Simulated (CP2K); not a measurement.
Band structure of Sb (R-3m, 2 atoms in the cell).

```xyz
2
Lattice="4.4317 0.0000 0.0000 2.4045 3.7227 0.0000 2.4045 1.3094 3.4848" Properties=species:S:1:pos:R:3 pbc="T T T"
Sb     2.1577     1.1750     0.8137
Sb     7.0830     3.8571     2.6711
```

Level of theory: CP2K 2026.2 with PBE, GPW, DZVP-MOLOPT-SR-GTH basis, GTH-PBE potentials (GTH_POTENTIALS).

Settings: CUTOFF = 400 Ry; REL_CUTOFF = 60 Ry; SMEAR/METHOD = FERMI_DIRAC; ELECTRONIC_TEMPERATURE = 1160.45 K; KPOINTS/SCHEME = MONKHORST-PACK 8 8 8; GAMMA_CENTERED = T; XC_FUNCTIONAL = PBE; Sb/BASIS_SET = DZVP-MOLOPT-SR-GTH; Sb/POTENTIAL = GTH-PBE-q5; METHOD = GPW; EPS_DEFAULT = 1e-10; EXTRAPOLATION = USE_GUESS; NGRIDS = 5; SCF_GUESS = ATOMIC.

The starting cell has typed, rounded lattice constants, without a prior relaxation at this level. Its lattice was rescaled by a random factor within 2.5 % of one. Spin-orbit coupling is off. Values carry the incompleteness of an atom-centred basis.

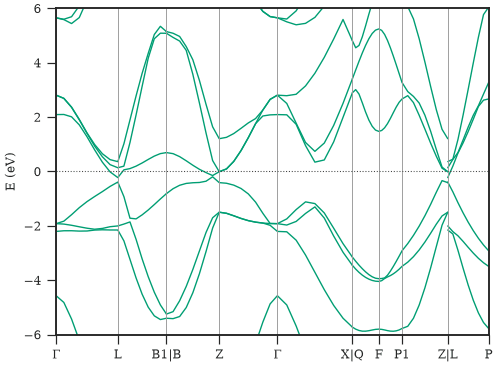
*Bands along the path, energies from the Fermi level.*

Levels in eV from the Fermi level, bands 2 to 7:
```csv
point,2,3,4,5,6,7
Γ,-4.57,-2.20,-1.92,-1.92,2.09,2.81
L,-9.92,-2.15,-2.00,-0.39,-0.22,0.14
B1,-9.25,-5.40,-5.24,-0.81,0.69,5.08
Z,-9.26,-1.50,-1.50,-0.41,-0.01,-0.01
X,-9.33,-5.73,-3.45,-3.15,2.90,3.41
F,-8.14,-5.80,-4.04,-3.94,1.48,5.24
P1,-8.92,-5.77,-3.49,-2.92,2.67,3.27
P,-8.92,-5.77,-3.49,-2.92,2.67,3.27
```

Bands cross the Fermi level along this path, so the cell is metallic at this level.

Higher empty bands are left out: an atom-centred basis made for the valence describes them poorly.
